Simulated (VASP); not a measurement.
## PtS2: convergence with the k-mesh and SCF solver

How sensitive are energy, pressure and forces of PtS2 to the k-mesh and SCF solver? The atoms are off their equilibrium sites, so that forces can be compared too. The series runs use LDA. The k-mesh tried: 2 2 2; 3 3 2; 4 4 3; 5 5 3; 6 6 4; 9 9 5; 11 11 7; 13 13 8. The SCF solver tried: ALGO = Normal; ALGO = Fast; ALGO = VeryFast; ALGO = All; ALGO = Damped; AMIX = 0.1, BMIX = 0.01; AMIX = 0.8; IMIX = 1, AMIX = 0.2. The atoms of the start are displaced at random from the sites of a P-3m1 cell.

Method: LDA; plane waves and PAW (Pt, S), in VASP 6.6.1.

### 1. The starting structure

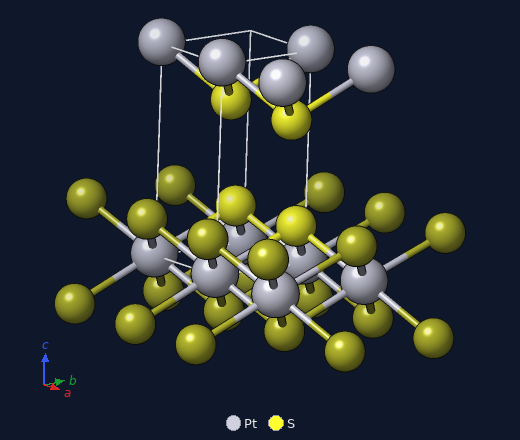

The starting structure, seen slightly off an axis (platinum light grey, sulfur yellow). 2×1×1 cells are drawn. Some periodic images of atoms are drawn too.

### 2. K-mesh: 2 2 2

The sum over the zone converges with the mesh, fast for insulators and slowly for metals. LDA, the lowest rung, knows the local density alone.

File INCAR:

```
SYSTEM = PtS2
PREC = Accurate
ENCUT = 400
EDIFF = 1E-06
NELM = 100
ISMEAR = -1
SIGMA = 0.05
LREAL = .FALSE.
ALGO = Normal
GGA = CA
NBANDS = 17
LASPH = .TRUE.
LORBIT = 11
LWAVE = .FALSE.
LCHARG = .FALSE.
NCORE = 4
ISIF = 2
```

File POSCAR:

```
PtS2
1.0
    3.5432000000      0.0000000000      0.0000000000
   -1.7716000000      3.0685012107      0.0000000000
    0.0000000000      0.0000000000      5.0388000000
Pt S
1 2
Direct
   -0.0005740000     -0.0065100000      0.0100490000
    0.3338500000      0.6644070000      0.2256870000
    0.6683970000      0.3381490000      0.7803540000
```

File KPOINTS:

```
Automatic mesh
0
Gamma
2 2 2
0 0 0
```

The projector-augmented-wave data sets are Pt and S (PBE family, release 64).

Command:

```sh
mpirun -np 4 vasp_std
```

Log:

```text
[banner, memory and clock lines left out]
running    4 mpi-ranks, on    1 nodes
 distrk:  each k-point on    4 cores,    1 groups
 distr:  one band on    4 cores,    1 groups

 POSCAR found type information on POSCAR PtS
 POSCAR found :  2 types and       3 ions
|                                                                             |
|               ----> ADVICE to this user running VASP <----                  |
|                                                                             |
|     You enforced a specific xc type in the INCAR file but a different       |
|     [... a line on the potential file left out ...]
|     I HOPE YOU KNOW WHAT YOU ARE DOING!                                     |
|                                                                             |

 LDA part: xc-table for (Slater(with rela. corr.)+CA(PZ))
 , standard interpolation
 POSCAR, INCAR and KPOINTS ok, starting setup
 FFT: planning ... GRIDC
 FFT: planning ... GRID_SOFT
 FFT: planning ... GRID
 WAVECAR not read
 entering main loop
       N       E                     dE             d eps       ncg     rms          rms(c)
DAV:   1     0.916080191593E+02    0.91608E+02   -0.90727E+03   280   0.923E+02
DAV:   2    -0.166428806472E+02   -0.10825E+03   -0.10618E+03   344   0.210E+02
DAV:   3    -0.206487880680E+02   -0.40059E+01   -0.39852E+01   302   0.419E+01
DAV:   4    -0.206938988160E+02   -0.45111E-01   -0.45090E-01   349   0.494E+00
DAV:   5    -0.206946275932E+02   -0.72878E-03   -0.72876E-03   324   0.593E-01    0.200E+01
DAV:   6    -0.192404911357E+02    0.14541E+01   -0.75743E+00   275   0.235E+01    0.113E+01
DAV:   7    -0.190405910194E+02    0.19990E+00   -0.10782E+00   282   0.880E+00    0.495E+00
DAV:   8    -0.190061725856E+02    0.34418E-01   -0.50465E-02   293   0.165E+00    0.123E+00
DAV:   9    -0.190027016482E+02    0.34709E-02   -0.64401E-03   316   0.690E-01    0.185E-01
DAV:  10    -0.190026149349E+02    0.86713E-04   -0.73500E-04   306   0.181E-01    0.865E-02
DAV:  11    -0.190026253529E+02   -0.10418E-04   -0.57200E-05   307   0.461E-02    0.432E-02
DAV:  12    -0.190026258091E+02   -0.45618E-06   -0.45173E-06   280   0.181E-02
   1 F= -.19002626E+02 E0= -.19002626E+02  d E =-.541586E-08
```

Run time: 1.6 s. Hardware: 4 MPI ranks of Intel Xeon 6975P-C (Granite Rapids), shared host; peak memory 0.39 GiB; 4 s of CPU time.

The logs omit lines about the potential files and the build; timing stands in the text.

Parts of OUTCAR (step 2):

```text
ion  position               nearest neighbor table
   1  0.999  0.993  0.010-   2 2.31   2 2.31   3 2.32   2 2.33   3 2.36   3 2.37
   2  0.334  0.664  0.226-   1 2.31   1 2.31   1 2.33
   3  0.668  0.338  0.780-   1 2.32   1 2.36   1 2.37

  LATTYP: Found a hexagonal cell.
 ALAT       =     3.5432000000
 C/A-ratio  =     1.4221043125

 Subroutine GETGRP returns: Found  1 space group operations
 (whereof  1 operations were pure point group operations)

The static configuration has the point symmetry C_1 .

 Found      8 irreducible k-points:

   k-points           NKPTS =      8   k-points in BZ     NKDIM =      8   number of bands    NBANDS=     17

   dimension x,y,z NGX =    24 NGY =   24 NGZ =   36
   dimension x,y,z NGXF=    48 NGYF=   48 NGZF=   72

   ENCUT  =  400.0 eV  29.40 Ry    5.42 a.u.   5.78  5.78  8.22*2*pi/ulx,y,z

   NELECT =      22.0000    total number of electrons

 k-points in reciprocal lattice and weights: Automatic mesh
   0.00000000  0.00000000  0.00000000       0.125
   0.50000000  0.00000000  0.00000000       0.125
   0.00000000  0.50000000  0.00000000       0.125
   0.50000000  0.50000000  0.00000000       0.125
   0.00000000  0.00000000  0.50000000       0.125
   0.50000000  0.00000000  0.50000000       0.125
   0.00000000  0.50000000  0.50000000       0.125
   0.50000000  0.50000000  0.50000000       0.125

 average (electrostatic) potential at core
       1 -68.5632       2 -85.3326       3 -85.2895

 E-fermi :   7.3024

 k-point     1 :       0.0000    0.0000    0.0000
  band No.  band energies     occupation
    ...
      7       2.4099      2.00000
      8       4.7280      2.00000
      9       5.3969      2.00000
     10       5.4559      2.00000
     11       6.3852      2.00000
     12       9.0072      0.00000
     13       9.0816      0.00000
     14      11.2352      0.00000
     15      12.1114      0.00000
     16      14.3546      0.00000
    ...

 k-point     2 :       0.5000    0.0000    0.0000
  band No.  band energies     occupation
    ...
      7       3.0017      2.00000
      8       3.0710      2.00000
      9       3.1563      2.00000
     10       3.5624      2.00000
     11       4.1801      2.00000
     12       8.2756      0.00000
     13       9.4072      0.00000
     14      11.9617      0.00000
     15      12.9824      0.00000
     16      14.7927      0.00000
    ...

 k-point     3 :       0.0000    0.5000    0.0000
  band No.  band energies     occupation
    ...
      7       2.9577      2.00000
      8       3.0938      2.00000
      9       3.1370      2.00000
     10       3.5235      2.00000
     11       4.1912      2.00000
     12       8.3319      0.00000
     13       9.3817      0.00000
     14      11.9411      0.00000
     15      12.9536      0.00000
     16      14.7802      0.00000
    ...

  Total        0.1640994      0.2582424      1.1374231      0.0137977      0.2741979     -0.0888384
  in kB        4.7991951      7.5524713     33.2646958      0.4035215      8.0190999     -2.5981392
  external PRESSURE =      15.2054541 kB  Pullay stress =       0.0000000 kB

  energy-cutoff  :      400.00
  volume of cell :       54.78
      direct lattice vectors                 reciprocal lattice vectors
     3.543200000  0.000000000  0.000000000     0.282230752  0.162946001  0.000000000
    -1.771600000  3.068501211  0.000000000     0.000000000  0.325892001  0.000000000
     0.000000000  0.000000000  5.038800000     0.000000000  0.000000000  0.198459951

 POSITION                                       TOTAL-FORCE (eV/Angst)
 -----------------------------------------------------------------------------------
      1.78110      3.04853      0.05063        -0.203735      0.659601     -0.904917
      0.00583      2.03873      1.13719         0.064219     -0.214281      0.286190
      1.76920      1.03761      3.93205         0.139516     -0.445320      0.618727
 -----------------------------------------------------------------------------------
    total drift:                                0.000095     -0.000100     -0.000411

  FREE ENERGIE OF THE ION-ELECTRON SYSTEM (eV)
  ---------------------------------------------------
  free  energy   TOTEN  =       -19.0026258091 eV

  energy  without entropy=      -19.0026258036  energy(sigma->0) =      -19.00262581

 total charge
# of ion       s       p       d       tot
------------------------------------------
    1        0.747   0.848   8.029   9.625
    2        1.346   2.293   0.000   3.639
    3        1.351   2.274   0.000   3.626
--------------------------------------------------
tot          3.445   5.416   8.029  16.890

[... 3 further parts left out ...]
```

The gap is read on the k-mesh alone, so it is an upper bound where the band edges lie off the mesh. Spin-orbit coupling is off here; with elements this heavy it splits and shifts levels by tenths of an eV or more. The PAW data sets were made with PBE, though LDA sets exist; this is a small mismatch.

This step gave:

```yaml
scf_cycles: 12
electrons: 22
bands: 17
irreducible_k_points: 8
symmetry_operations: 1
free_energy_toten: -19.00 eV
fermi_energy: 7.302 eV
pressure: 1.521 GPa
metallic: no
valence_top_at_k: 0, 0, 0
conduction_bottom_at_k: 0.5, 0.5, 0
least_direct_gap_at_k: 0, 0, 0
gap_on_the_k_mesh: 1.860 eV
least_direct_gap_on_the_k_mesh: 2.622 eV
```

The series starts at -6.3342 eV an atom and 1.52 GPa, after 12 cycles in 1.6 s.

### 3. K-mesh: 3 3 2

Edit INCAR of step 2 so:

```diff
@@ -15,3 +15,4 @@
 LCHARG = .FALSE.
-NCORE = 4
+KPAR = 2
+NCORE = 2
 ISIF = 2
```

POSCAR is that of step 2.

File KPOINTS:

```
Automatic mesh
0
Gamma
3 3 2
0 0 0
```

Command:

```sh
mpirun -np 4 vasp_std
```

Log:

```text
[banner, memory and clock lines left out]
running    4 mpi-ranks, on    1 nodes
[...]
[... a notice as in an earlier step ...]

 LDA part: xc-table for (Slater(with rela. corr.)+CA(PZ))
 , standard interpolation
 POSCAR, INCAR and KPOINTS ok, starting setup
[...]
entering main loop
       N       E                     dE             d eps       ncg     rms          rms(c)
DAV:   2    -0.154225158433E+02   -0.10876E+03   -0.10556E+03   401   0.204E+02
DAV:   3    -0.197318539497E+02   -0.43093E+01   -0.42902E+01   446   0.435E+01
DAV:   4    -0.197727484596E+02   -0.40895E-01   -0.40879E-01   445   0.467E+00
DAV:   5    -0.197734467429E+02   -0.69828E-03   -0.69824E-03   444   0.582E-01    0.210E+01
[...]
DAV:  11    -0.182072892783E+02   -0.11050E-04   -0.35148E-05   413   0.521E-02    0.445E-02
DAV:  12    -0.182072878354E+02    0.14429E-05   -0.11244E-05   411   0.354E-02    0.837E-03
DAV:  13    -0.182072877303E+02    0.10506E-06   -0.96994E-07   222   0.941E-03
   1 F= -.18207288E+02 E0= -.18207287E+02  d E =-.168140E-05
```

Elapsed: 1.8 s, on 4 MPI ranks; peak memory 0.45 GiB.

From OUTCAR (step 3):

```text
  Total        1.9555174      2.2294423      1.8453336      0.0467298      0.2744565     -0.0904353
  in kB       57.1904072     65.2015218     53.9680087      1.3666444      8.0266637     -2.6448397
  external PRESSURE =      58.7866459 kB  Pullay stress =       0.0000000 kB

 POSITION                                       TOTAL-FORCE (eV/Angst)
 -----------------------------------------------------------------------------------
      1.78110      3.04853      0.05063        -0.156664      0.511105     -0.776651
      0.00583      2.03873      1.13719         0.037256     -0.132917      1.516104
      1.76920      1.03761      3.93205         0.119408     -0.378188     -0.739453
 -----------------------------------------------------------------------------------
    total drift:                                0.000105     -0.000083     -0.000012

  FREE ENERGIE OF THE ION-ELECTRON SYSTEM (eV)
  ---------------------------------------------------
  free  energy   TOTEN  =       -18.2072877303 eV

  energy  without entropy=      -18.2072860489  energy(sigma->0) =      -18.20728689

[... 1 part as in an earlier step ...]

[... 2 further parts left out ...]
[key lines of the parts left out:]
E-fermi :   6.8852
```

Against the run before the energy moves by +265.11 meV an atom and the pressure by +4.36 GPa, after 13 cycles in 1.8 s.

### 4. K-mesh: 4 4 3

Edit INCAR of step 3 so:

```diff
@@ -15,4 +15,3 @@
 LCHARG = .FALSE.
-KPAR = 2
-NCORE = 2
+KPAR = 4
 ISIF = 2
```

POSCAR is that of step 3.

File KPOINTS:

```
Automatic mesh
0
Gamma
4 4 3
0 0 0
```

Command:

```sh
mpirun -np 4 vasp_std
```

Log:

```text
[banner, memory and clock lines left out]
running    4 mpi-ranks, on    1 nodes
[...]
[... a notice as in an earlier step ...]

 LDA part: xc-table for (Slater(with rela. corr.)+CA(PZ))
 , standard interpolation
 POSCAR, INCAR and KPOINTS ok, starting setup
[...]
entering main loop
       N       E                     dE             d eps       ncg     rms          rms(c)
DAV:   1     0.883468457140E+02    0.88347E+02   -0.88952E+03   924   0.920E+02
DAV:   2    -0.156992642416E+02   -0.10405E+03   -0.10101E+03  1097   0.205E+02
DAV:   3    -0.196625390574E+02   -0.39633E+01   -0.39448E+01  1160   0.418E+01
DAV:   4    -0.197022692846E+02   -0.39730E-01   -0.39716E-01  1154   0.456E+00
[...]
DAV:  11    -0.181102151130E+02   -0.11038E-04   -0.42031E-05  1152   0.557E-02    0.405E-02
DAV:  12    -0.181102138808E+02    0.12322E-05   -0.15081E-05  1046   0.380E-02    0.857E-03
DAV:  13    -0.181102136513E+02    0.22952E-06   -0.12672E-06   569   0.111E-02
   1 F= -.18110214E+02 E0= -.18110212E+02  d E =-.405373E-05
```

It took 2.8 s on 4 MPI ranks; peak memory 0.52 GiB; 8.8 s of CPU time.

OUTCAR, selected parts (step 4):

```text
  Total        2.2285429      2.5581001      1.5947812      0.0560021      0.2992832     -0.0978974
  in kB       65.1752179     74.8133385     46.6404370      1.6378190      8.7527361     -2.8630736
  external PRESSURE =      62.2096645 kB  Pullay stress =       0.0000000 kB

 POSITION                                       TOTAL-FORCE (eV/Angst)
 -----------------------------------------------------------------------------------
      1.78110      3.04853      0.05063        -0.148534      0.488104     -0.712618
      0.00583      2.03873      1.13719         0.028707     -0.107810      1.626820
      1.76920      1.03761      3.93205         0.119827     -0.380295     -0.914202
 -----------------------------------------------------------------------------------
    total drift:                                0.000090     -0.000092     -0.000035

  FREE ENERGIE OF THE ION-ELECTRON SYSTEM (eV)
  ---------------------------------------------------
  free  energy   TOTEN  =       -18.1102136513 eV

  energy  without entropy=      -18.1102095976  energy(sigma->0) =      -18.11021162

[... 1 part as in an earlier step ...]

[... 2 further parts left out ...]
[key lines of the parts left out:]
E-fermi :   6.8303
```

Against the run before the energy moves by +32.36 meV an atom and the pressure by +0.34 GPa, after 13 cycles in 2.8 s.

### 5. K-mesh: 5 5 3

INCAR is that of step 4.

POSCAR is that of step 4.

File KPOINTS:

```
Automatic mesh
0
Gamma
5 5 3
0 0 0
```

Command:

```sh
mpirun -np 4 vasp_std
```

Log:

```text
[... set-up lines as in an earlier step ...]
 entering main loop
       N       E                     dE             d eps       ncg     rms          rms(c)
DAV:   1     0.912236338431E+02    0.91224E+02   -0.90025E+03  1348   0.923E+02
DAV:   2    -0.155536434761E+02   -0.10678E+03   -0.10365E+03  1653   0.203E+02
DAV:   3    -0.196563905373E+02   -0.41027E+01   -0.40820E+01  1602   0.421E+01
DAV:   4    -0.196981696217E+02   -0.41779E-01   -0.41760E-01  1765   0.470E+00
[...]
DAV:  11    -0.180987535247E+02   -0.11278E-04   -0.50334E-05  1660   0.620E-02    0.487E-02
DAV:  12    -0.180987507201E+02    0.28046E-05   -0.16446E-05  1514   0.420E-02    0.879E-03
DAV:  13    -0.180987505849E+02    0.13523E-06   -0.11890E-06   808   0.995E-03
   1 F= -.18098751E+02 E0= -.18098750E+02  d E =-.532031E-06
```

Run time: 3.4 s. Hardware: 4 MPI ranks; peak memory 0.54 GiB; 12 s of CPU time.

OUTCAR, selected parts (step 5):

```text
  Total        2.1805610      2.5041242      1.8987943      0.0544980      0.3029382     -0.0990908
  in kB       63.7719555     73.2347754     55.5315005      1.5938301      8.8596302     -2.8979759
  external PRESSURE =      64.1794105 kB  Pullay stress =       0.0000000 kB

 POSITION                                       TOTAL-FORCE (eV/Angst)
 -----------------------------------------------------------------------------------
      1.78110      3.04853      0.05063        -0.146157      0.482258     -0.737306
      0.00583      2.03873      1.13719         0.027862     -0.105080      1.610457
      1.76920      1.03761      3.93205         0.118295     -0.377178     -0.873152
 -----------------------------------------------------------------------------------
    total drift:                                0.000104     -0.000078     -0.000039

  FREE ENERGIE OF THE ION-ELECTRON SYSTEM (eV)
  ---------------------------------------------------
  free  energy   TOTEN  =       -18.0987505849 eV

  energy  without entropy=      -18.0987500529  energy(sigma->0) =      -18.09875032

[... 1 part as in an earlier step ...]

[... 2 further parts left out ...]
[key lines of the parts left out:]
E-fermi :   7.0314
```

Against the run before the energy moves by +3.82 meV an atom and the pressure by +0.20 GPa, after 13 cycles in 3.4 s.

### 6. K-mesh: 6 6 4

INCAR is that of step 5.

POSCAR is that of step 5.

File KPOINTS:

```
Automatic mesh
0
Gamma
6 6 4
0 0 0
```

Command:

```sh
mpirun -np 4 vasp_std
```

Log:

```text
[... set-up lines as in an earlier step ...]
 entering main loop
       N       E                     dE             d eps       ncg     rms          rms(c)
DAV:   1     0.898880184002E+02    0.89888E+02   -0.90092E+03  2736   0.924E+02
DAV:   2    -0.156750549484E+02   -0.10556E+03   -0.10243E+03  3262   0.205E+02
DAV:   3    -0.196541647039E+02   -0.39791E+01   -0.39590E+01  3258   0.417E+01
DAV:   4    -0.196965032197E+02   -0.42339E-01   -0.42320E-01  3486   0.464E+00
[...]
DAV:  11    -0.180916470176E+02   -0.11338E-04   -0.44778E-05  3282   0.571E-02    0.456E-02
DAV:  12    -0.180916448873E+02    0.21303E-05   -0.14189E-05  3088   0.383E-02    0.887E-03
DAV:  13    -0.180916447293E+02    0.15799E-06   -0.11394E-06  1680   0.997E-03
   1 F= -.18091645E+02 E0= -.18091639E+02  d E =-.123394E-04
```

Run time: 5.2 s. Hardware: 4 MPI ranks; peak memory 0.63 GiB; 19 s of CPU time.

From OUTCAR (step 6):

```text
  Total        2.1376014      2.4533753      2.0421615      0.0529952      0.3019116     -0.0988270
  in kB       62.5155723     71.7505922     59.7243703      1.5498789      8.8296055     -2.8902599
  external PRESSURE =      64.6635116 kB  Pullay stress =       0.0000000 kB

 POSITION                                       TOTAL-FORCE (eV/Angst)
 -----------------------------------------------------------------------------------
      1.78110      3.04853      0.05063        -0.146003      0.481908     -0.745859
      0.00583      2.03873      1.13719         0.028316     -0.106362      1.588307
      1.76920      1.03761      3.93205         0.117686     -0.375547     -0.842447
 -----------------------------------------------------------------------------------
    total drift:                                0.000105     -0.000072     -0.000046

  FREE ENERGIE OF THE ION-ELECTRON SYSTEM (eV)
  ---------------------------------------------------
  free  energy   TOTEN  =       -18.0916447293 eV

  energy  without entropy=      -18.0916323899  energy(sigma->0) =      -18.09163856

[... 1 part as in an earlier step ...]

[... 2 further parts left out ...]
[key lines of the parts left out:]
E-fermi :   6.9757
```

Against the run before the energy moves by +2.37 meV an atom and the pressure by +0.05 GPa, after 13 cycles in 5.2 s.

(Part 1 of 3 ends here.)

[Lines on the potential files, build, host, timing and source positions are cut from VASP's logs without a mark.]

[Logs are printed without paths, hosts, clocks, repeated set-up lines and the standing remarks that a program may print on its own settings, such as how far it seeks lower states.]

[Hosts, paths, dates, database ids (printed as entryN), source tags and the programs' standing remarks are cut or masked in the printed files.]

[A measured line is paired with the nearest computed mode of its activity, which favours agreement.]
